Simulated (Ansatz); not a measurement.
Single-point calculation of SnPH$_{5}$S

System: SnPH$_{5}$S.
Method: RKS PBE0-D4/def2-TZVPP (Ansatz 0.2.0).

The geometry comes from this level: PBE0-D4/def2-TZVP.

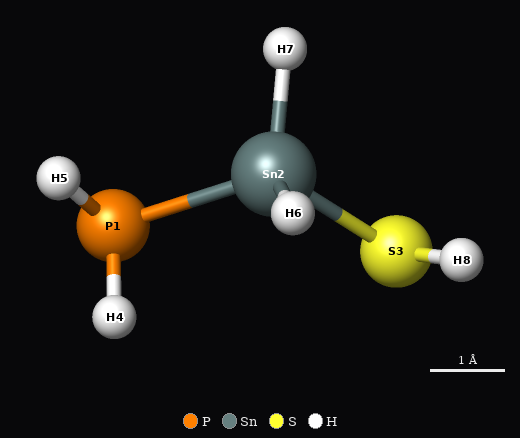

**Figure 1.** The structure as given in the input (ball-and-stick view, seen at a tilt; atoms are numbered from 1 in the order of the input). Sticks mark near contacts.

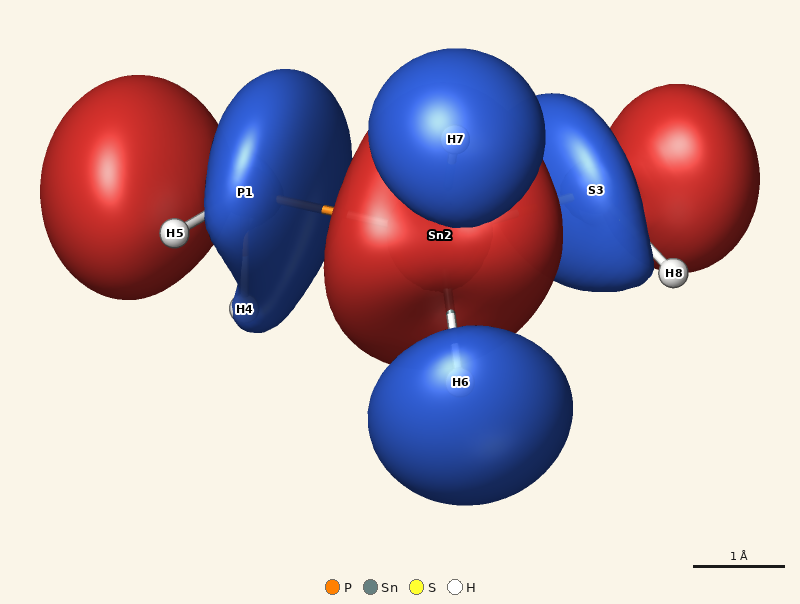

**Figure 2.** One frontier orbital at ±0.08 Å⁻³ᐟ² (red and blue are the two phases), seen from the side. The LUMO, at −0.73 eV. By Hirshfeld shares it lies mainly on Sn2 (35 %), P1 (25 %), S3 (20 %) and H6 (10 %).

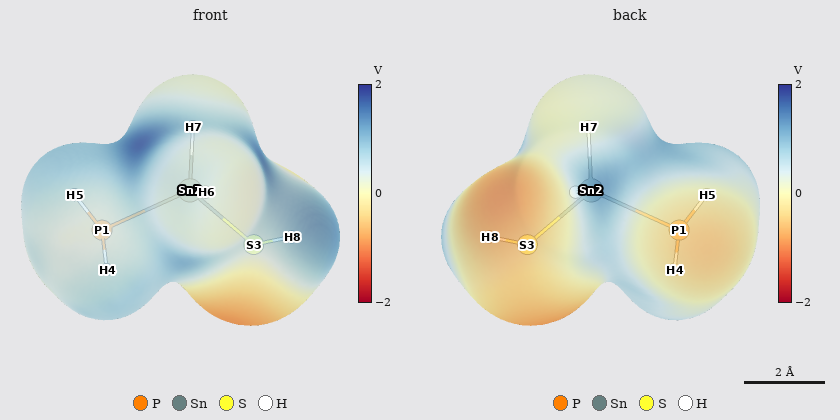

**Figure 3.** The molecular electrostatic potential painted on the density surface at 0.002 e/bohr³, seen face on and from behind; red is negative and blue positive. A positive charge is drawn to the negative regions and a negative charge to the positive ones.

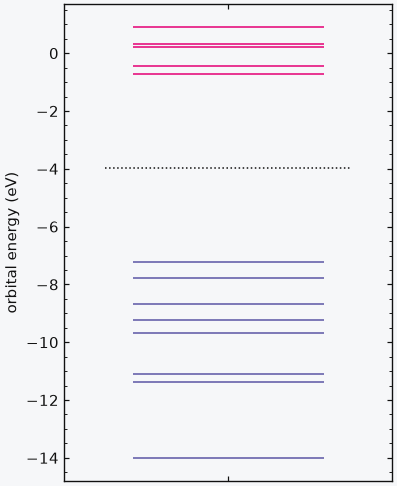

**Figure 4.** Orbital energies near the frontier; the dotted line parts filled from empty levels, and levels within 0.02 eV of each other stand side by side. Highest filled −7.22 eV, lowest empty −0.73 eV, 6.49 eV apart.

The input and output of the run follow.

**Input**
```yaml
crystal:
  periodic: [false, false, false]
  atoms:
    - {symbol: P, position_ang: [-1.142685, 0.603289, -1.565484]}
    - {symbol: Sn, position_ang: [0.589122, 0.064387, 0.153682]}
    - {symbol: S, position_ang: [0.443192, -2.325531, 0.432181]}
    - {symbol: H, position_ang: [-2.182182, 0.622534, -0.597142]}
    - {symbol: H, position_ang: [-0.906481, 2.001197, -1.447163]}
    - {symbol: H, position_ang: [0.328319, 0.773880, 1.686547]}
    - {symbol: H, position_ang: [2.136937, 0.486688, -0.437313]}
    - {symbol: H, position_ang: [0.825979, -2.283545, 1.718791]}
basis:
  gaussian: {orbitals: def2-TZVPP}
hamiltonian: {xc: pbe0, dispersion: d4}
output: {orbitals: {seedname: orbitals}}
```

Launch command:
```bash
ansatz run in.yaml --threads 2 --pin off --events-out ev --progress --plain --max-ram 4352MiB
```

**What the program printed**
```
Functional definition: PBE0
  name "PBE0"
  cite "Adamo & Barone, J. Chem. Phys. 110, 6158 (1999) doi:10.1063/1.478522"
  cite "Perdew, Burke & Ernzerhof, Phys. Rev. Lett. 77, 3865 (1996) doi:10.1103/PhysRevLett.77.3865"
  parent pbe
  parameter a = 0.25
  parameter kappa = 0.804
  parameter beta = 0.06672455060314922
  exchange = (1 - a)*pbe_x(kappa = kappa, mu = beta*pi^2/3) + a*exact_x
  correlation = pbe_c(beta = beta)
1371 factors; their error is unknown
mean field evaluation 1: about -26029.9973 eV, gradient 2.0e1 eV
mean field evaluation 2: about -26030.1173 eV, gradient 2.1e1 eV
mean field evaluation 4: about -26031.0692 eV, gradient 9.7e-1 eV
mean field evaluation 8: about -26031.1550 eV, gradient 2.8e-1 eV
mean field evaluation 16: about -26031.1551 eV, gradient 7.0e-5 eV
mean field -26031.15508857 eV, -956.6273049542 hartree, gradient 7.0e-5 eV, S^2 0.000000; 0 other end points of the search recorded, 0 dependent functions left out
reference -26031.15512280 eV, -956.6273062121 hartree; 29, 29 occupied and 175, 175 virtual orbitals, 1371 factors
Total energy: -26031.32880978 eV, -956.6336890911 hartree
```

**Key numbers**

| quantity | value |
| --- | --- |
| outcome | converged |
| total energy | −26031.3288 eV |
| mean-field energy | −26031.1551 eV |
| dispersion energy | −0.1737 eV |
| SCF solution under orbital rotations | stable |
| HOMO | −7.22 eV |
| LUMO | −0.73 eV |
| hardware | 2 threads of AMD EPYC, 23 GiB of memory available, shared host |
| wall time | 3.2 s (CPU time 6 s) |
| peak memory | 0.5 GiB |
